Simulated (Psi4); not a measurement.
## Geometry relaxation, with input and output: OF₂ (part 2 of 4)

OF₂ (oxygen difluoride); wB97X-D/pcseg-3, RKS (Psi4 1.11). The geometry comes from this level: GFN2-xTB.

Geometry of the input (Å):
```
F  0.9562  -0.3305  0.4909
O  0.0007  0.5449  0.0601
F  -0.9569  -0.2144  -0.5510
```

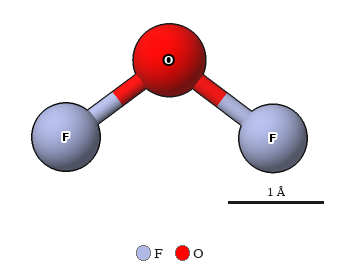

The starting structure (ball-and-stick view, seen at a tilt).

### The program's output, continued
```
   => Molecular Quadrature <=

    Radial Scheme          =       TREUTLER
    Pruning Scheme         =           NONE
    Nuclear Scheme         =       TREUTLER

    Blocking Scheme        =         OCTREE
    BS radius alpha        =              1
    Pruning alpha          =              1
    Radial Points          =             99
    Spherical Points       =            590
    Total Points           =         172034
    Total Blocks           =           1316
    Max Points             =            256
    Max Functions          =            174
    Weights Tolerance      =       1.00E-15

   => Loading Basis Set <=

    Name: PCSEG-3
    Role: ORBITAL
    Keyword: BASIS

  Reading orbitals from file scr/f2o.default.3920660.180.npy, no projection.

  ==> Integral Setup <==

  DFHelper Memory: AOs need 0.173 GiB; user supplied 0.404 GiB.
  SCF_SUBTYPE=INCORE selected. In-core MEM_DF algorithm will be used.
  Using in-core AOs.

  ==> MemDFJK: Density-Fitted J/K Matrices <==

    J tasked:                   Yes
    K tasked:                   Yes
    wK tasked:                  Yes
    Omega:                2.000E-01
    Memory [MiB]:               413
    Algorithm:                 Core
    Schwarz Cutoff:           1E-12
    Mask sparsity (%):       0.9938
    Fitting Condition:        1E-10

   => Auxiliary Basis Set <=

  Basis Set: (PCSEG-3 AUX)
    Blend: DEF2-UNIVERSAL-JKFIT
    Number of shells: 75
    Number of basis functions: 231
    Number of Cartesian functions: 279
    Spherical Harmonics?: true
    Max angular momentum: 4

  Cached 100.0% of DFT collocation blocks in 0.714 [GiB].

  Minimum eigenvalue in the overlap matrix is 4.3034328106E-04.
  Reciprocal condition number of the overlap matrix is 7.8396096304E-05.
    Using symmetric orthogonalization.

  ==> Pre-Iterations <==

  SCF Guess: Orbitals guess was supplied from a previous computation.

   -------------------------------------------------------
    Irrep   Nso     Nmo     Nalpha   Nbeta   Ndocc  Nsocc
   -------------------------------------------------------
     A        180     180      13      13      13       0
   -------------------------------------------------------
    Total     180     180      13      13      13       0
   -------------------------------------------------------

  ==> Iterations <==

                           Total Energy        Delta E     RMS |[F,P]|

   @DF-RKS iter   0:  -274.70851238858359   -2.74709e+02   3.55211e-04
   @DF-RKS iter   1:  -274.71773714630933   -9.22476e-03   1.07077e-04 ADIIS/DIIS
   @DF-RKS iter   2:  -274.71773891330662   -1.76700e-06   1.38280e-04 ADIIS/DIIS
   @DF-RKS iter   3:  -274.71791552640741   -1.76613e-04   2.43604e-05 DIIS
   @DF-RKS iter   4:  -274.71792585262216   -1.03262e-05   6.88553e-06 DIIS
   @DF-RKS iter   5:  -274.71792814206020   -2.28944e-06   1.49177e-06 DIIS
   @DF-RKS iter   6:  -274.71792818071924   -3.86590e-08   4.24407e-07 DIIS
   @DF-RKS iter   7:  -274.71792818315481   -2.43557e-09   2.06944e-07 DIIS
   @DF-RKS iter   8:  -274.71792818362178   -4.66969e-10   7.53699e-08 DIIS
   @DF-RKS iter   9:  -274.71792818369528   -7.34985e-11   1.04120e-08 DIIS
   @DF-RKS iter  10:  -274.71792818369914   -3.86535e-12   9.63659e-10 DIIS
  Energy and wave function converged.

  ==> Post-Iterations <==

   Electrons on quadrature grid:
      Ntotal   =   26.0000001394 ; deviation = 1.394e-07

    Final Occupation by Irrep:
              A
    DOCC [    13 ]
    NA   [    13 ]
    NB   [    13 ]

  @DF-RKS Final Energy:  -274.71792818369914

   => Energetics <=

    Nuclear Repulsion Energy =             75.2552576185457838
    One-Electron Energy =                -531.1887190240430527
    Two-Electron Energy =                 201.9924734002847799
    DFT Exchange-Correlation Energy =     -20.7768791212944812
    Empirical Dispersion Energy =          -0.0000610571921899
    VV10 Nonlocal Energy =                  0.0000000000000000
    Total Energy =                       -274.7179281836991436

Computation Completed

Properties will be evaluated at   0.000000,   0.000000,   0.000000 [a0]

Properties computed using the SCF density matrix

 Multipole Moments:

 ------------------------------------------------------------------------------------
     Multipole            Electronic (a.u.)      Nuclear  (a.u.)        Total (a.u.)
 ------------------------------------------------------------------------------------

 L = 1.  Multiply by 2.5417464519 to convert [e a0] to [Debye]
 Dipole X            :         -0.0196162            0.0259035            0.0062873
 Dipole Y            :         -0.3716795            0.4806785            0.1089990
 Dipole Z            :         -0.0000000            0.0000000           -0.0000000
 Magnitude           :                                                    0.1091802

 ------------------------------------------------------------------------------------

	total time  =         10 seconds =       0.17 minutes

         ------------------------------------------------------------
                                   SCF GRAD
         ------------------------------------------------------------

  ==> Geometry <==

    Molecular point group: c1
    Full point group: Cs

    Geometry (in Angstrom), charge = 0, multiplicity = 1:

       Center              X                  Y                   Z               Mass
    ------------   -----------------  -----------------  -----------------  -----------------
         F            1.062448041974    -0.310938376307    -0.000000000000    18.998403162730
         O            0.032418962451     0.601582947684     0.000000000000    15.994914619570
         F           -1.089741837775    -0.195539341972    -0.000000000000    18.998403162730

  Nuclear repulsion =   75.255257618545784

   => Molecular Quadrature <=

    Radial Scheme          =       TREUTLER
    Pruning Scheme         =           NONE
    Nuclear Scheme         =       TREUTLER

    Blocking Scheme        =         OCTREE
    BS radius alpha        =              1
    Pruning alpha          =              1
    Radial Points          =             99
    Spherical Points       =            590
    Total Points           =         172034
    Total Blocks           =           1316
    Max Points             =            256
    Max Functions          =            174
    Weights Tolerance      =       1.00E-15

  -Total Gradient:
     Atom            X                  Y                   Z
    ------   -----------------  -----------------  -----------------
       1       -0.003850697277     0.000433023113     0.000000000000
       2        0.000126420475    -0.000364548172     0.000000000000
       3        0.003723117585    -0.000089056530     0.000000000000

	total time  =          4 seconds =       0.07 minutes

    			-----------------------------------------

    			 OPTKING 3.0: for geometry optimizations

    			        with contributions from

    			-----------------------------------------

	                            ===> Fragment 1 <==

	 Z (Atomic Numbers)          Masses                          Geom
	       9.000000            18.998403          2.00773582 -0.58758837 -0.00000000
	       8.000000            15.994915          0.06126296  1.13682701  0.00000000
	       9.000000            18.998403         -2.05931362 -0.36951580 -0.00000000

	 - Coordinate -           - BOHR/RAD -       - ANG/DEG -
	 R(1,2)           =         2.600455           1.376101
	 R(2,3)           =         2.601137           1.376462
	 B(1,2,3)         =         1.798977         103.073764

	        --- Internal Coordinate Step in ANG or DEG, aJ/ANG or AJ/DEG ---
	-------------------------------------------------------------------------------
	           Coordinate      Previous         Force          Change          New
	           ----------      --------        ------          ------        ------
	               R(1,2)       1.37610        0.02615        0.00383       1.37993
	               R(2,3)       1.37646        0.02462        0.00364       1.38010
	             B(1,2,3)     103.07376        0.00044        0.84221     103.91597
	-------------------------------------------------------------------------------

	                                 ==> Convergence Check <==

	Measures of convergence in internal coordinates in au.

	Criteria marked as inactive (o), active & met (*), and active & unmet ( ).

	----------------------------------------------------------------------------------------------
	   Step    Total Energy     Delta E     Max Force     RMS Force      Max Disp      RMS Disp
	----------------------------------------------------------------------------------------------
	  Convergence Criteria              o    1.50e-05 *    1.00e-05 *    6.00e-05 *    4.00e-05 *
	----------------------------------------------------------------------------------------------
	     2    -274.71792818   -4.32e-04 o    5.78e-03      4.18e-03      1.47e-02      1.03e-02    ~
	----------------------------------------------------------------------------------------------

Next Geometry in Ang
	Fragment 1 (Ang)

	    F   1.0717732402  -0.3095823753  -0.0000000000
	    O   0.0321485856   0.5978312399   0.0000000000
	    F  -1.0987966591  -0.1931436353  -0.0000000000

    Structure for next step:
    Molecular point group: c1
    Full point group: Cs

    Geometry (in Angstrom), charge = 0, multiplicity = 1:

    F            1.071758199470    -0.309791077836    -0.000000000000
    O            0.032133544899     0.597622537368     0.000000000000
    F           -1.098811699844    -0.193352337853    -0.000000000000

gradient() will perform analytic gradient computation.

  ==> Geometry <==

    Molecular point group: c1
    Full point group: Cs

    Geometry (in Angstrom), charge = 0, multiplicity = 1:

       Center              X                  Y                   Z               Mass
    ------------   -----------------  -----------------  -----------------  -----------------
         F            1.071758199470    -0.309791077836    -0.000000000000    18.998403162730
         O            0.032133544899     0.597622537368     0.000000000000    15.994914619570
         F           -1.098811699844    -0.193352337853    -0.000000000000    18.998403162730

  Running in c1 symmetry.

  Rotational constants: A =      2.07075  B =      0.37559  C =      0.31792 [cm^-1]
  Rotational constants: A =  62079.39759  B =  11259.90073  C =   9531.15002 [MHz]
  Nuclear repulsion =   74.936945470465673

  Charge       = 0
  Multiplicity = 1
  Electrons    = 26
  Nalpha       = 13
  Nbeta        = 13

   => Molecular Quadrature <=

    Radial Scheme          =       TREUTLER
    Pruning Scheme         =           NONE
    Nuclear Scheme         =       TREUTLER

    Blocking Scheme        =         OCTREE
    BS radius alpha        =              1
    Pruning alpha          =              1
    Radial Points          =             99
    Spherical Points       =            590
    Total Points           =         172033
    Total Blocks           =           1311
    Max Points             =            256
    Max Functions          =            174
    Weights Tolerance      =       1.00E-15

  ==> Integral Setup <==

  DFHelper Memory: AOs need 0.173 GiB; user supplied 0.407 GiB.
  SCF_SUBTYPE=INCORE selected. In-core MEM_DF algorithm will be used.
  Using in-core AOs.

  ==> MemDFJK: Density-Fitted J/K Matrices <==

    J tasked:                   Yes
    K tasked:                   Yes
    wK tasked:                  Yes
    Omega:                2.000E-01
    Memory [MiB]:               416
    Algorithm:                 Core
    Schwarz Cutoff:           1E-12
    Mask sparsity (%):       1.1049
    Fitting Condition:        1E-10

   => Auxiliary Basis Set <=

  Basis Set: (PCSEG-3 AUX)
    Blend: DEF2-UNIVERSAL-JKFIT
    Number of shells: 75
    Number of basis functions: 231
    Number of Cartesian functions: 279
    Spherical Harmonics?: true
    Max angular momentum: 4

  Cached 100.0% of DFT collocation blocks in 0.711 [GiB].

  Minimum eigenvalue in the overlap matrix is 4.3814921284E-04.
  Reciprocal condition number of the overlap matrix is 8.0094314700E-05.
    Using symmetric orthogonalization.

  ==> Iterations <==

                           Total Energy        Delta E     RMS |[F,P]|

   @DF-RKS iter   0:  -274.71320384209213   -2.74713e+02   1.21710e-04
   @DF-RKS iter   1:  -274.71797166413035   -4.76782e-03   2.87755e-05 DIIS
   @DF-RKS iter   2:  -274.71797201044490   -3.46315e-07   3.82632e-05 DIIS
   @DF-RKS iter   3:  -274.71798582891546   -1.38185e-05   6.25753e-06 DIIS
   @DF-RKS iter   4:  -274.71798675938049   -9.30465e-07   2.14175e-06 DIIS
   @DF-RKS iter   5:  -274.71798694663335   -1.87253e-07   5.01380e-07 DIIS
   @DF-RKS iter   6:  -274.71798695151347   -4.88012e-09   1.16604e-07 DIIS
   @DF-RKS iter   7:  -274.71798695170958   -1.96110e-10   8.30326e-08 DIIS
   @DF-RKS iter   8:  -274.71798695177296   -6.33804e-11   1.23139e-08 DIIS
   @DF-RKS iter   9:  -274.71798695177461   -1.64846e-12   1.28415e-09 DIIS
  Energy and wave function converged.

  ==> Post-Iterations <==

   Electrons on quadrature grid:
      Ntotal   =   26.0000001508 ; deviation = 1.508e-07

    Final Occupation by Irrep:
              A
    DOCC [    13 ]
    NA   [    13 ]
    NB   [    13 ]

  @DF-RKS Final Energy:  -274.71798695177461

   => Energetics <=

    Nuclear Repulsion Energy =             74.9369454704656732
    One-Electron Energy =                -530.5609380432622402
    Two-Electron Energy =                 201.6792111809240566
    DFT Exchange-Correlation Energy =     -20.7731416334066807
    Empirical Dispersion Energy =          -0.0000639264953804
    VV10 Nonlocal Energy =                  0.0000000000000000
    Total Energy =                       -274.7179869517746056

Computation Completed

Properties will be evaluated at   0.000000,   0.000000,   0.000000 [a0]

Properties computed using the SCF density matrix

 Multipole Moments:

 ------------------------------------------------------------------------------------
     Multipole            Electronic (a.u.)      Nuclear  (a.u.)        Total (a.u.)
 ------------------------------------------------------------------------------------

 L = 1.  Multiply by 2.5417464519 to convert [e a0] to [Debye]
 Dipole X            :         -0.0196936            0.0256754            0.0059819
 Dipole Y            :         -0.3698315            0.4775141            0.1076826
 Dipole Z            :          0.0000000            0.0000000            0.0000000
 Magnitude           :                                                    0.1078486

 ------------------------------------------------------------------------------------

	total time  =         10 seconds =       0.17 minutes

         ------------------------------------------------------------
                                   SCF GRAD
         ------------------------------------------------------------

  ==> Geometry <==

    Molecular point group: c1
    Full point group: Cs

    Geometry (in Angstrom), charge = 0, multiplicity = 1:

       Center              X                  Y                   Z               Mass
    ------------   -----------------  -----------------  -----------------  -----------------
         F            1.071758199470    -0.309791077836    -0.000000000000    18.998403162730
         O            0.032133544899     0.597622537368     0.000000000000    15.994914619570
         F           -1.098811699844    -0.193352337853    -0.000000000000    18.998403162730

  Nuclear repulsion =   74.936945470465673

   => Molecular Quadrature <=

    Radial Scheme          =       TREUTLER
    Pruning Scheme         =           NONE
    Nuclear Scheme         =       TREUTLER

    Blocking Scheme        =         OCTREE
    BS radius alpha        =              1
    Pruning alpha          =              1
    Radial Points          =             99
    Spherical Points       =            590
    Total Points           =         172033
    Total Blocks           =           1311
    Max Points             =            256
    Max Functions          =            174
    Weights Tolerance      =       1.00E-15

  -Total Gradient:
     Atom            X                  Y                   Z
    ------   -----------------  -----------------  -----------------
       1        0.000300309009    -0.000061617116    -0.000000000000
       2        0.000071866929     0.000118815999    -0.000000000000
       3       -0.000373255306    -0.000076690072     0.000000000000

	total time  =          4 seconds =       0.07 minutes

    			-----------------------------------------

    			 OPTKING 3.0: for geometry optimizations

    			        with contributions from

    			-----------------------------------------

	                            ===> Fragment 1 <==

	 Z (Atomic Numbers)          Masses                          Geom
	       9.000000            18.998403          2.02532947 -0.58542029 -0.00000000
	       8.000000            15.994915          0.06072360  1.12934292  0.00000000
	       9.000000            18.998403         -2.07645318 -0.36538296 -0.00000000

	 - Coordinate -           - BOHR/RAD -       - ANG/DEG -
	 R(1,2)           =         2.607698           1.379934
	 R(2,3)           =         2.608013           1.380101
	 B(1,2,3)         =         1.813676         103.915969
```
